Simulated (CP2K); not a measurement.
Consider tetrafluoroethylene at its PBE geometry (Å).

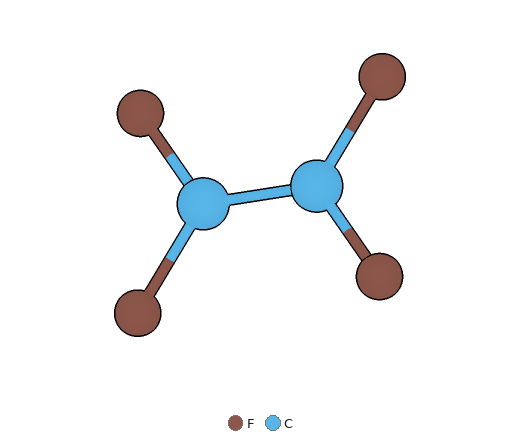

The molecule (fluorine brown, carbon blue).

```xyz
6

F    -1.3696    0.0028    1.1850
C    -0.6699   -0.0183    0.0406
F    -1.4794   -0.0926   -1.0209
C     0.6699    0.0183   -0.0406
F     1.3696   -0.0028   -1.1850
F     1.4794    0.0926    1.0209
```

Method: CP2K XAS_TDP, all-electron GAPW, PBEh(45%), aug-cc-pVDZ, TDA, no relativity.

**Question.** Where do the F K-edge lines lie, and how strong are they?

Leading lines: F1 683.73 eV. The leading line of an atom is its first one with 35 % of the strongest within 2.5 eV of its lowest line over the strength cut. 

The first six lines of each atom with a strength over 0.0015:

```csv
atom,energy (eV),states,"strength, one atom"
"F1 (bonded to C), 4 alike",683.73,1,0.0342
,684.88,1,0.0096
,685.87,1,0.0045
,686.67,1,0.0100
,687.12,1,0.0039
,690.05,1,0.0065
```

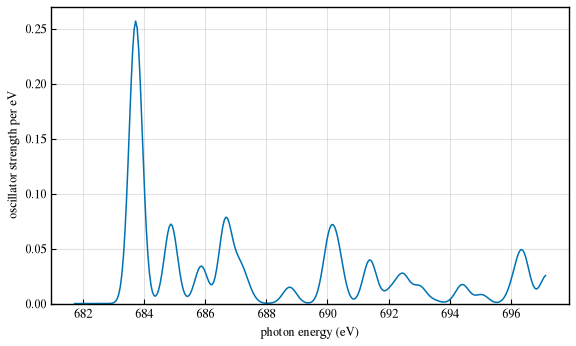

All atoms added, broadened by 0.5 eV.

Lines are vertical, at one geometry, with no vibrational structure. Without a correction of the core level, line positions, and the gaps between valence and Rydberg lines, follow the share of exact exchange. These values hold no scalar relativity, about 0.7 eV for F 1s. Rydberg lines, and the discretised continuum above threshold, depend on the basis and the box.

[Banner, clock and machine lines of the logs are left out without a mark of their own.]

[Logs are printed without paths, hosts, clocks, repeated set-up lines and the standing remarks that a program may print on its own settings, such as how far it seeks lower states.]

[Hosts, paths, dates, database ids (printed as entryN), source tags and the programs' standing remarks are cut or masked in the printed files.]
